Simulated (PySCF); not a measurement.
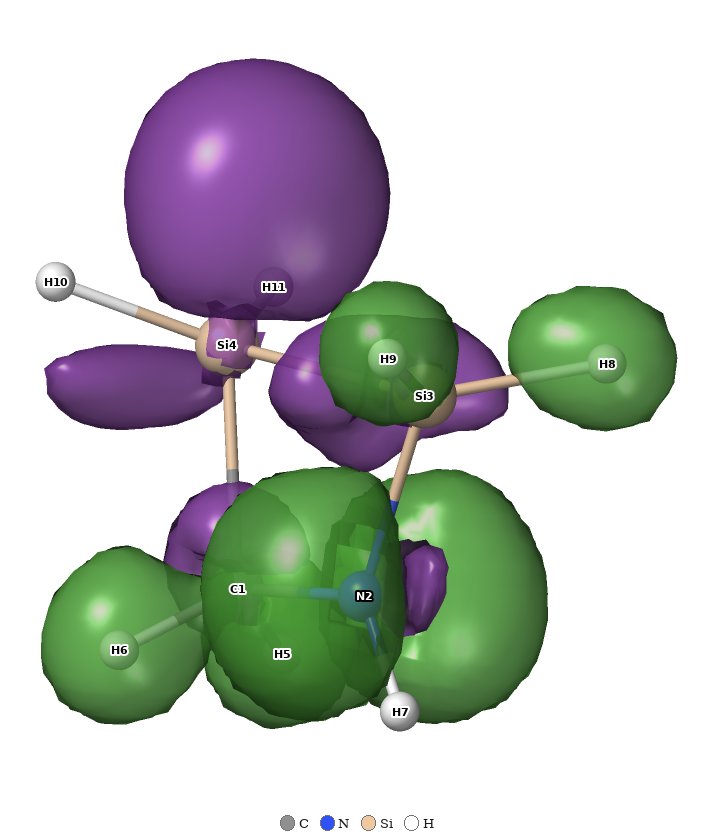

*CH7NSi2, SMILES `C1N[SiH2][SiH2]1`. Unrelaxed difference density of S₂ less the ground state (full linear response singlet states), ±0.015 e/Å³; purple: gain, green: loss.*

PySCF calculation, B3LYP/6-31+G*, gas phase; geometry: GFN2-xTB. No frequency check shows the geometry to be a minimum.

Question: How does the charge move on excitation?

Answer: 0.88 e is displaced in all, largely into diffuse regions outside the molecule. The state: 4.94 eV (251 nm), f = 0.000 (very weak), n → diffuse (Rydberg-like) orbital; the leading pair carries 100 %; hole on N2 (56 %), Si3 (11 %) and C1 (9 %), electron on Si4 (42 %), Si3 (17 %) and C1 (12 %) (atom shares of so diffuse an orbital are rough); their centroids lie 1.9 Å apart.

The PySCF run took 5.2 min on 1 thread of Arm Neoverse V1 (shared host), peak memory 0.62 GiB.
